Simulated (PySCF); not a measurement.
# C3H9Ga (trimethylgallium): what the fields show

Input file:

```
{"job": {"kind": "sp", "xc": "wB97X", "basis": "ma-def2-TZVP", "d3": "d3bj", "grid": 2}, "charge": 0, "multiplicity": 1}
C     -1.287858     1.464777     0.115997
Ga     0.005026    -0.029731     0.087140
C      1.919653     0.379595     0.351321
C     -0.628814    -1.875314    -0.213172
H     -1.088400     2.153328    -0.722536
H     -1.173742     2.056747     1.039260
H     -2.333492     1.130841     0.043883
H      2.238649     1.203244    -0.307919
H      2.572232    -0.487386     0.170581
H      2.086968     0.721282     1.387043
H     -0.968424    -1.980406    -1.258042
H      0.149098    -2.631565    -0.031833
H     -1.498907    -2.101583     0.424180
```

Launched as:

```sh
OMP_NUM_THREADS=1 python redox_run.py task.json out
```

Geometry: PBE0-D3(BJ)/ma-def2-SVP.

The calculation used DFT single point, gas phase, functional wB97X in PySCF.

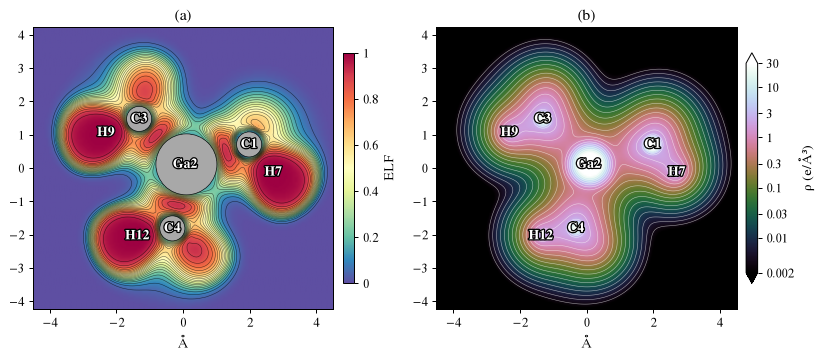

Figure 1. (a) ELF; (b) total electron density on the plane of atoms Ga2, C1 and H7. Grey discs cover the atomic cores in the ELF map.

> Interpret the plot.

The section cuts through C, Ga and H sites. C–Ga (1.97 Å): ρ is about 0.78 e/Å³ halfway; the ELF peaks at about 0.90 in the valence shell of C, 0.7 Å from its nucleus, and is about 0.55 at the midpoint. C–H (1.10 Å): ρ at the midpoint is about 1.9 e/Å³; the ELF climbs to about 1 towards the hydrogen, as it does in any bond to H: an ordinary covalent bond to hydrogen.

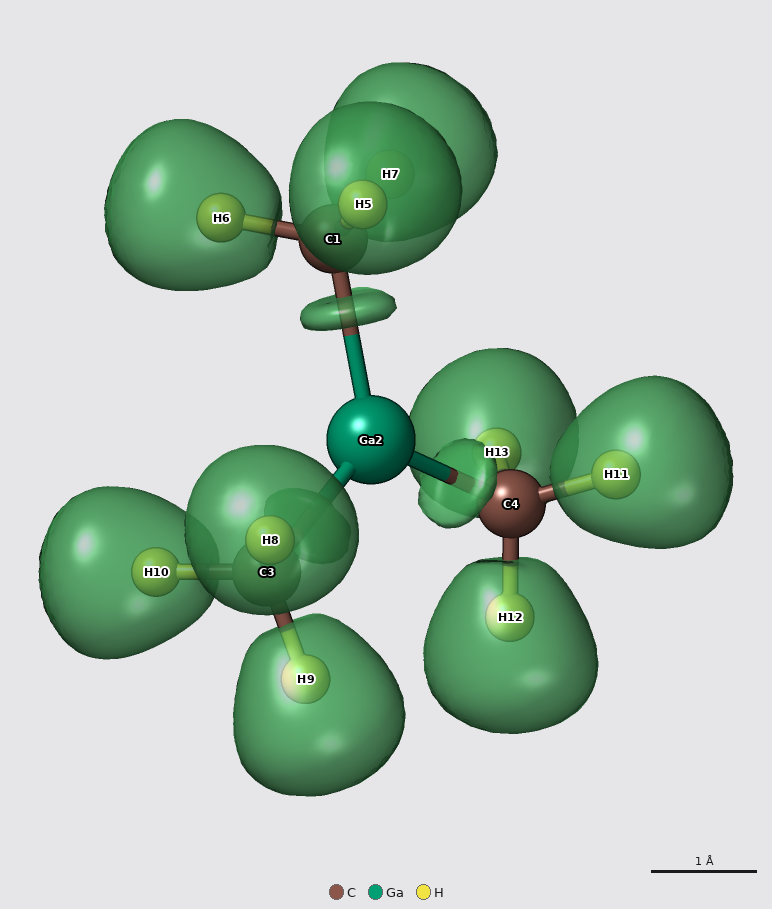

Figure 2. Isosurface of the ELF at 0.85 (green), seen at an oblique angle. Core shells and regions of very low density are left out.

> Identify the bonds, lone pairs and shells in this picture.

The surface consists of nine regions around hydrogen nuclei and three lobes of the valence shell of C pointing towards Ga (polar bonds).

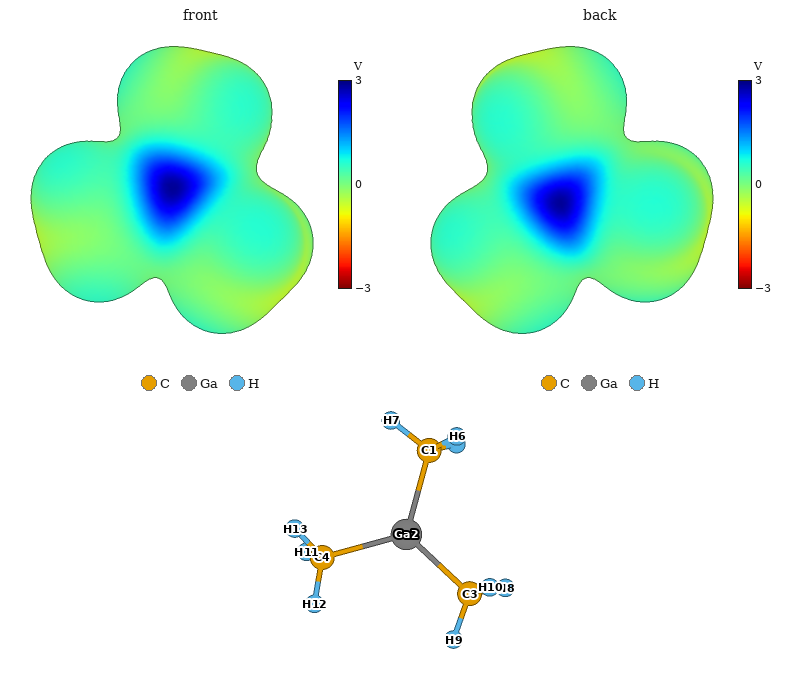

Figure 3. The electrostatic potential painted on the density surface at 0.002 e/bohr³, seen from the front and from behind; red is negative and blue positive. The bare structure is drawn below in the same view.

> Describe the electrostatic potential map.

The most negative region (about −0.5 V) lies over C1, C3 and C4, the most positive (about +2.7 V) over Ga2.

> How polar is the molecule by this calculation?

Its dipole moment is zero.
